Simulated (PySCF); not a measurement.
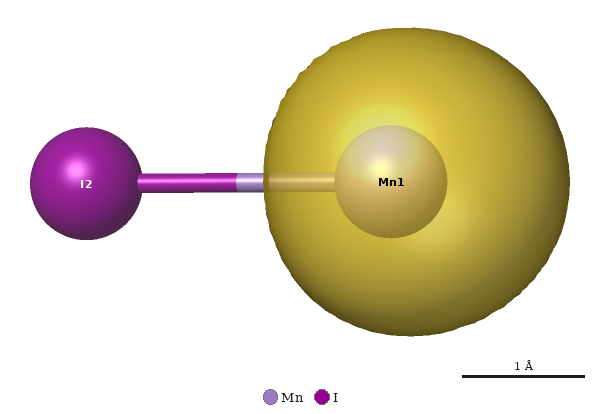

The picture shows: MnI (septet). Isosurfaces of the spin density at +0.08 (yellow) and −0.08 e/Å³ (cyan), seen from one side.

These are results of PBE0/x2c-TZVPPall, spin-free X2C-1e, Gaussian nucleus, at a bond length of 2.602 Å (PySCF), not measurements.

Where is the unpaired spin?

Answer. The unpaired spin (6 electrons) lies mostly on Mn1 (about 5.7) and I2 (about 0.3), in electrons by Hirshfeld's partition. Only one sign reaches the isovalue.
